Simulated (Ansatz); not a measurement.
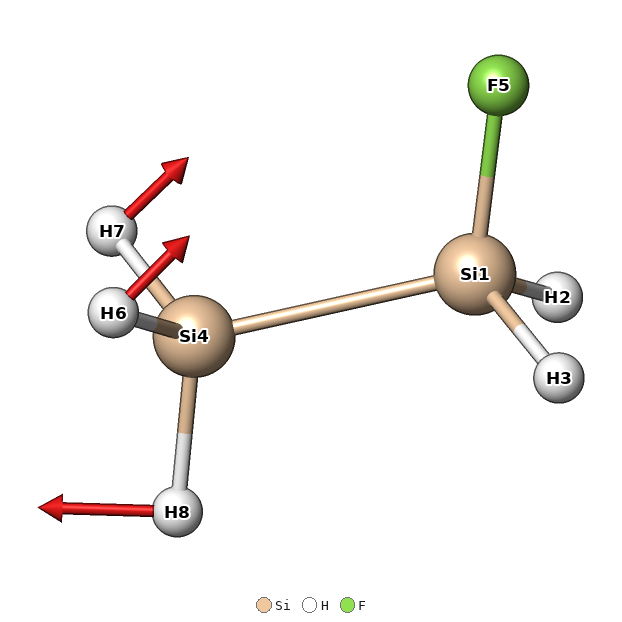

The arrows show one normal mode. Harmonic vibrations computed with RKS PBE0-D4/def2-TZVP (Ansatz 0.2.0) at a stationary point of the same level.

### Describe the motion.

Mostly H–Si–Si bending.

### At what wavenumber does it lie?

513 cm⁻¹; it is mode 5 of 18 counted from the lowest.
